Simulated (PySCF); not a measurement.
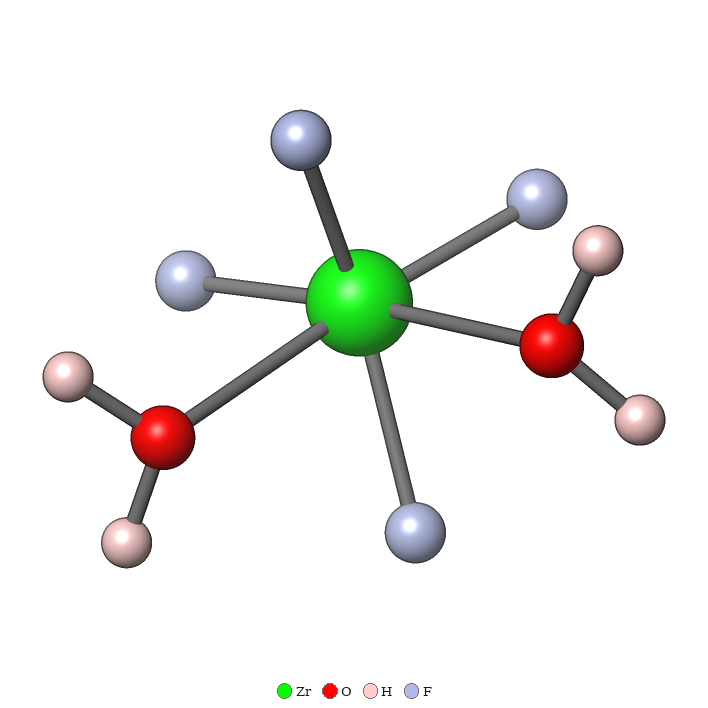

A metal compound. Charge 0, singlet. Computed geometry: PBE0-D3(BJ)/def2-SVP optimisation. No frequency run is at hand to confirm it as a minimum.

Question: Describe the coordination sphere.

Answer: Zr binds 6 atoms: 2 O at 2.35 Å, 4 F at 1.92–1.94 Å.

Question: Give the formal oxidation state and the d-electron count.

Answer: Zr(IV), d⁰, counting the ligands as closed-shell ions or neutral donors.
